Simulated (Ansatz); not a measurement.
# BCCD(T)/def2-SVP (core potential) run of CH5InO2 (SMILES [CH3][In]([OH])[OH])

What is the energy change on altering one bond length of CH5InO2 at BCCD(T)/def2-SVP (core potential)? 

The calculation is run with Ansatz 0.2.0.

57 further runs of the same task are left out: 1 that didn't finish, 56 set aside as unsound or not needed. Runs told in other sessions of the task aren't counted.

## Step 1: The structure to begin with

CH5InO2: 9 atoms, total charge 0, spin state singlet. SMILES: `[CH3][In]([OH])[OH]`. The coordinates come from a PBE0-D4/def2-TZVP relaxation. This is one conformer, not always the lowest.

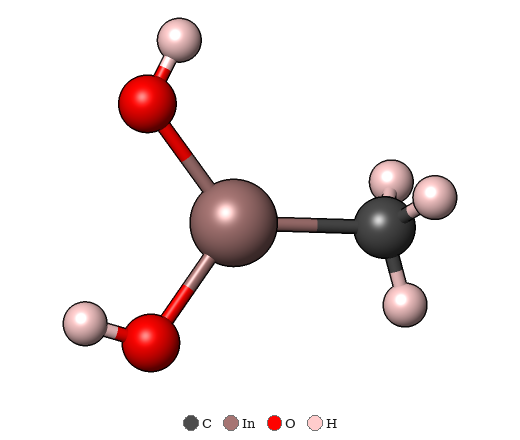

The structure, seen from a chosen angle (carbon dark grey, indium brown, oxygen red, hydrogen pink).

## Step 2: A single-point energy at BCCD(T)/def2-SVP (core potential)

run.yaml

```yaml
crystal:
  periodic: [false, false, false]
  atoms:
    - symbol: C
      position_ang: [-0.086600, 0.920200, -1.366200]
    - symbol: In
      position_ang: [0.122900, -0.336100, 0.337800]
    - symbol: O
      position_ang: [1.440800, -1.806000, 0.500900]
    - symbol: O
      position_ang: [-0.898600, -0.312900, 2.048600]
    - symbol: H
      position_ang: [-1.126400, 0.929200, -1.692800]
    - symbol: H
      position_ang: [0.212100, 1.936300, -1.107700]
    - symbol: H
      position_ang: [0.547500, 0.548900, -2.169800]
    - symbol: H
      position_ang: [1.365500, -2.243400, 1.353100]
    - symbol: H
      position_ang: [-1.577100, 0.363700, 2.096100]
basis:
  gaussian:
    orbitals: def2-SVP
correlation:
  method: bccd_t
  frozen_orbitals: {C: 1, H: 0, In: 4, O: 1}
accuracy: high
scf:
  omitted_lower_state_checks: [cluster_reference, increment]
```

Started as:

```console
$ ansatz run run.yaml --threads 1 --pin off --max-ram 3480MiB --events-out events.jsonl --progress --plain --runs-dir runs
```

Output, cut to the lines that bear on the results:

```text
Warning: RAYON_NUM_THREADS=1 ignored (pool sized by the plan → 1); use --threads N
Functional definition: HF
  name "HF"
[...]
2222 factors; integrals over basis functions are off by at most 2.0e-8 eV
[...]
mean field -10328.71442279 eV, -379.5732539836 hartree, gradient 1.2e-8 eV, S^2 0.000000; 0 other end points of the search recorded, 0 dependent functions left out
7 core orbitals not correlated: weight in the atoms' cores, before any rotation towards them, 1.000 or more for the frozen orbitals, at most 0.000 for the correlated occupied ones
reference -10328.71442279 eV, -379.5732539836 hartree; 17, 17 occupied and 69, 69 virtual orbitals, 2222 factors
second order -16.89035929 eV of doubles, -0.00000000 eV of singles
cycle   1  -17.08635088 eV  change   -2.0e-1 eV  update   1.1e-1
[...]
cycle  21  -17.60475470 eV  change   -3.1e-9 eV  update   3.1e-9
perturbative correction -0.50665960 eV, -0.0186193969 hartree
Total energy: -10346.82583710 eV, -380.2388361828 hartree
Checks for a lower state left out: cluster_reference, increment
```

Wall time 41 s (1 thread of Arm Neoverse V2, shared host); peak memory 0.92 GiB.

## Step 3: The distorted shape, same level

input.yaml

```yaml
crystal:
  periodic: [false, false, false]
  atoms:
    - symbol: C
      position_ang: [-0.325551, 0.107351, -1.572992]
    - symbol: In
      position_ang: [-0.116051, -1.148949, 0.131008]
    - symbol: O
      position_ang: [1.201849, -2.618849, 0.294108]
    - symbol: O
      position_ang: [-1.137551, -1.125749, 1.841808]
    - symbol: H
      position_ang: [-1.365351, 0.116351, -1.899592]
    - symbol: H
      position_ang: [0.212100, 1.936300, -1.107700]
    - symbol: H
      position_ang: [0.308549, -0.263949, -2.376592]
    - symbol: H
      position_ang: [1.126549, -3.056249, 1.146308]
    - symbol: H
      position_ang: [-1.816051, -0.449149, 1.889308]
basis:
  gaussian: {orbitals: def2-SVP}
correlation: {method: bccd_t, frozen_orbitals: {C: 1, H: 0, In: 4, O: 1}}
accuracy: high
scf: {omitted_lower_state_checks: [cluster_reference, increment]}
```

Started as:

```console
$ ansatz run input.yaml --threads 1 --pin off --max-ram 3480MiB --events-out events.jsonl --progress --plain --runs-dir runs
```

Output, cut to the lines that bear on the results:

```text
Warning: RAYON_NUM_THREADS=1 ignored (pool sized by the plan → 1); use --threads N
[... 2 set-up lines as earlier in the session ...]
[...]
2220 factors; integrals over basis functions are off by at most 7.7e-9 eV
[...]
mean field -10324.83970697 eV, -379.4308608034 hartree, gradient 5.7e-8 eV, S^2 0.000000; 1 other end points of the search recorded, 0 dependent functions left out; unrestricted orbitals would lower it
7 core orbitals not correlated: weight in the atoms' cores, before any rotation towards them, 1.000 or more for the frozen orbitals, at most 0.000 for the correlated occupied ones
reference -10324.83970697 eV, -379.4308608034 hartree; 17, 17 occupied and 69, 69 virtual orbitals, 2220 factors
second order -17.15454188 eV of doubles, -0.00000000 eV of singles
cycle   1  -17.37266720 eV  change   -2.2e-1 eV  update   1.4e-1
[...]
cycle  26  -18.11799013 eV  change  -8.2e-10 eV  update   2.1e-9
perturbative correction -0.61686000 eV, -0.0226691869 hartree
Total energy: -10343.57455710 eV, -380.1193538469 hartree
Checks for a lower state left out: cluster_reference, increment
```

Run time: 47 s. Hardware: 1 thread of Arm Neoverse V2, shared host; peak memory 0.92 GiB.

## Step 4: Results

Level: BCCD(T)/def2-SVP (core potential), 7 core orbitals frozen.

```
                                                         quantity          value
                                        first shape: total energy  -380.23884 Eh
         first shape: correlation energy (7 core orbitals frozen)     -665.6 mEh
                                      first shape: (T) correction     -18.62 mEh
                                    distorted shape: total energy  -380.11935 Eh
     distorted shape: correlation energy (7 core orbitals frozen)     -688.5 mEh
                                  distorted shape: (T) correction     -22.67 mEh
energy change with the C1–H6 bond stretched from 1.090 to 1.962 Å       3.251 eV
```

With the C1–H6 bond stretched from 1.090 to 1.962 Å the energy rises by 3.25 eV (75 kcal/mol). The first shape isn't relaxed at this level, so the change isn't measured from a minimum. A restricted reference can't describe the breaking bond well at this length. The triples (first shape) make up 2.8 % of the correlation energy. The restricted solution (distorted shape) is unstable to spin breaking: an unrestricted one lies lower. The triples (distorted shape) make up 3.3 % of the correlation energy.
